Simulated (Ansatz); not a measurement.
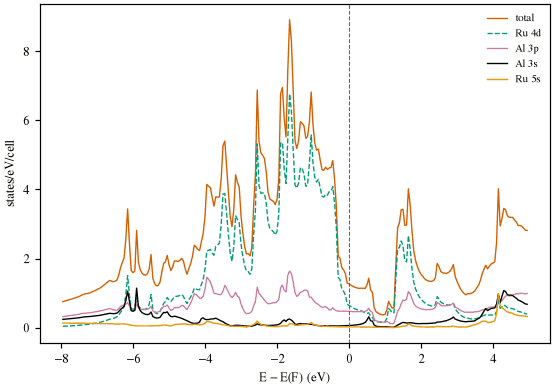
Total and projected density of states of Al$_{3}$Ru$_{2}$ in space group I4/mmm (No. 139; Al on 2a, Al on 4e, Ru on 4e), the program Ansatz at the PBEsol level (PAW)

Question: Which orbitals carry the states next to the Fermi level?

Answer: Within 0.5 eV of the Fermi level: Ru 4d 66 %, Al 3p 25 %. Projections are on Löwdin-orthogonalised atomic valence shells; empty p or d shells of many metals are not among them.

Question: Where is the tallest occupied peak in this window, and what makes it?

Answer: Near -1.6 eV, about 8.9 states/eV per cell; the largest projected share is Ru 4d.

The first step of the workflow began from a Materials Project structure, measured or hypothetical; the Crystallography Open Database copy checked does not list it. With Al and Ru taken as one species the cell has the higher symmetry I4/mmm, so it may be an ordered model of a mixed-site phase. Whether it is the stable phase at ambient conditions was not checked. Symmetry was held in the PBEsol relaxation; of distortions, only those at the zone centre were tested. No spin polarisation was allowed. Spin–orbit coupling is left out wherever it is not named.

Potentials: the later of the program's two PAW sets.
